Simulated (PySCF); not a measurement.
## Electronic structure of C$_{5}$H$_{12}$O$_{4}$Si in real space

The calculation's input:

```
{"job": {"kind": "nmr", "xc": "PBE0", "basis": "pcSseg-1"}, "charge": 0, "multiplicity": 1}
C     -3.785457     0.350057    -0.277001
O     -2.538389     0.214566     0.355692
C     -1.449964     0.697417    -0.395597
C     -0.211722     0.208561     0.333651
Si    -0.705302    -1.393206     1.271024
O      0.801075    -0.089359    -0.642447
C      2.051747     0.186646    -0.308673
O      2.426541     0.667319     0.724356
O      2.849833    -0.154217    -1.328162
C      4.234852     0.087068    -1.120653
H     -4.025626     1.405154    -0.451301
H     -4.523351    -0.083991     0.394264
H     -3.804889    -0.179637    -1.236759
H     -1.453499     0.263598    -1.405722
H     -1.501188     1.791807    -0.488490
H      0.180296     0.970053     1.010787
H     -1.360932    -2.299656     0.332020
H      0.564227    -2.000642     1.687784
H     -1.502639    -1.053603     2.441004
H      4.605418    -0.510166    -0.285306
H      4.727416    -0.201003    -2.045667
H      4.411142     1.142622    -0.904117
```

Run with:

```sh
OMP_NUM_THREADS=1 python probes_run.py task.json out
```

Geometry: GFN2-xTB.

All numbers below come from PBE0/pcSseg-1, SCF density, gas phase, non-relativistic in PySCF.

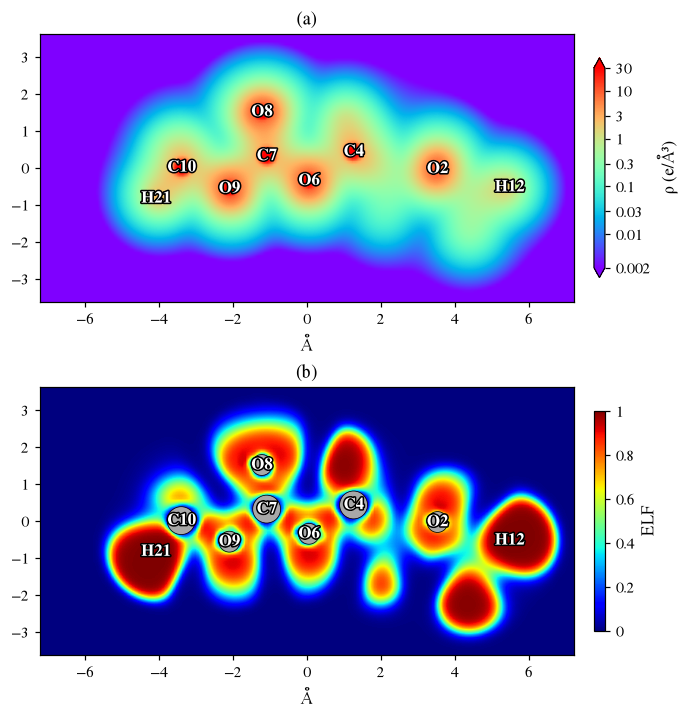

Figure 1. (a) total electron density; (b) electron localisation function on the plane of atoms C7, O9 and C10. Grey discs cover the atomic cores in the ELF map.

### What do the fields say about this system?

The plane passes through O, C and H nuclei.
C–O (1.20 Å): ρ at the midpoint is about 3.4 e/Å³; the ELF peaks at about 0.85 between the atoms (a short, multiple covalent bond).
C–H (1.09 Å): the density is about 2.1 e/Å³ at the midpoint; the ELF climbs to about 1 towards the hydrogen, as it does in any bond to H: a covalent bond by its length.
C–O (1.32 Å): ρ is about 2.5 e/Å³ halfway; the ELF peaks at about 0.90 between the atoms: a polar covalent bond.
The ELF also peaks beside O9, O6, O2 and O8, away from the bonds: lone-pair regions.

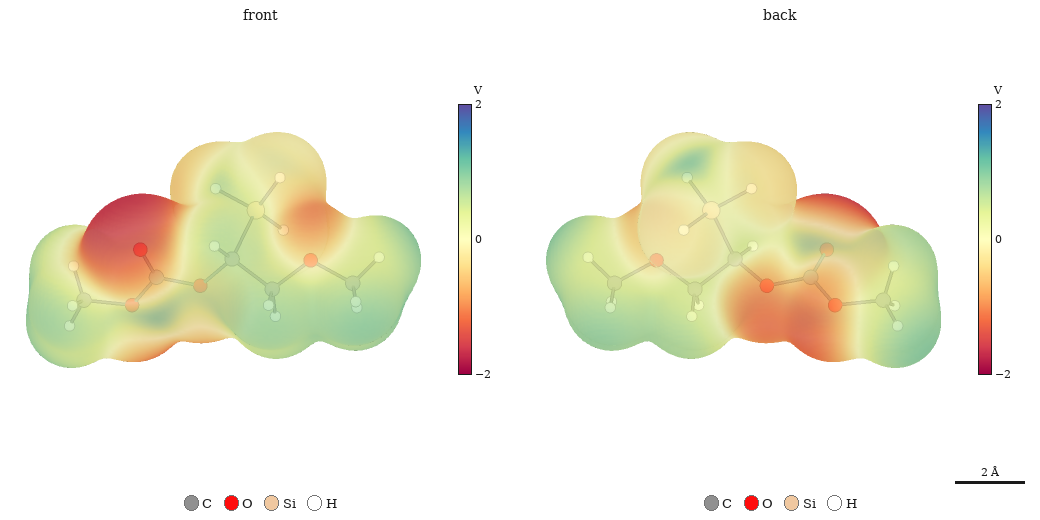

Figure 2. The molecular electrostatic potential painted on the density surface at 0.002 e/bohr³, seen from the front and from behind; the colour scale runs from red (negative) to blue (positive).

### Where is the surface potential most negative and most positive?

The most negative region (about −1.7 V) lies over O8, the most positive (about +1.0 V) over the C, H and Si atoms. O8 is the likeliest acceptor of a hydrogen bond.

### What dipole moment does the calculation give?

Its dipole moment is 2.25 D.
